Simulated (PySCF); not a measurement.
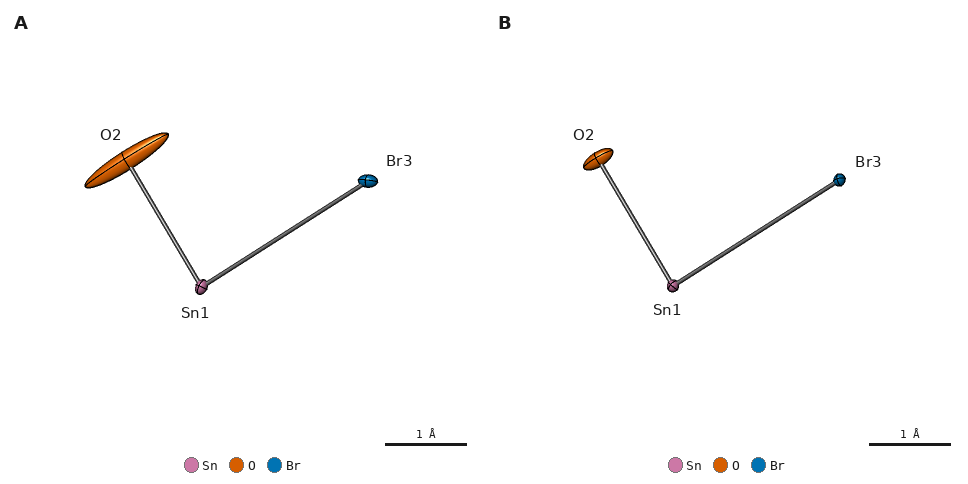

Displacement ellipsoids at the 50 % level, scaled by 1.5, from the internal vibrations of the free molecule (harmonic, no overall translation or rotation; no half-axis is drawn under 0.075 Å). The species is neutral and a spin doublet. Vibrations computed with UKS-based PBE0, Sn def2-TZVP with ECP28, O def2-TZVP, Br def2-TZVP; scalar-relativistic core potentials; density fitting (PySCF 2.14.0). One panel is for 0 K (zero-point motion alone), the other for 600 K.

### Which panel is for 600 K?

A.

### How much does the mean-square displacement of O2 grow, and why?

U_eq goes from 0.0034 to 0.0249 Å², a factor of 7.4. Modes below kT (417 cm⁻¹ at 600 K) grow about in proportion to T, and the lowest lies at 98 cm⁻¹; the mean-square amplitude of a mode is its zero-point value times coth(ħω/2kT), which comes close to 1 only above about 3kT.
